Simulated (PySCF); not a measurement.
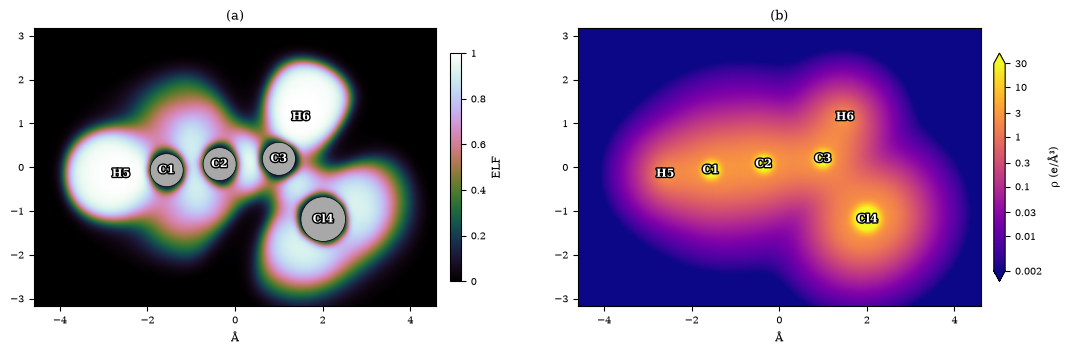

The picture shows: C3H2Cl (SMILES C#C[CH]Cl) (doublet). (a) electron localisation function; (b) total electron density on the molecular plane. Grey discs cover the atomic cores in the ELF map.

Geometry: GFN2-xTB.

All numbers below come from PySCF, UKS B3LYP, pcH-1 on C Cl H, non-relativistic, mean-field spin-orbit, GIAO.

Input

```
{"job": {"kind": "epr", "basis": "pcH-1"}, "charge": 0, "multiplicity": 2}
C      1.542072    -0.173480    -0.176213
C      0.339627    -0.114683    -0.003274
C     -1.004270    -0.017990     0.174207
Cl    -1.871986     1.350644    -0.363790
H      2.578752    -0.255449    -0.308953
H     -1.581072    -0.787052     0.656448
```

Command:

```sh
OMP_NUM_THREADS=1 python probes_run.py task.json out
```

**Describe what can be read from this map.**

- The section cuts through C, Cl and H sites.
- C–C (1.22 Å): ρ is about 2.7 e/Å³ halfway; the ELF peaks at about 0.85 between the atoms: a short, multiple covalent bond.
- C–Cl (1.71 Å): the density is about 1.5 e/Å³ at the midpoint; the ELF peaks at about 0.90 between the atoms, as expected for a covalent bond.
- C–H (1.05 Å): ρ is about 2.2 e/Å³ halfway; the ELF climbs to about 1 towards the hydrogen, as it does in any bond to H: an ordinary covalent bond to hydrogen.
- C–C (1.36 Å): ρ is about 2.1 e/Å³ halfway; the ELF peaks at about 0.95 between the atoms, as expected for a covalent bond.
- The ELF also peaks beside Cl4, away from the bonds: non-bonding electrons, paired or unpaired.
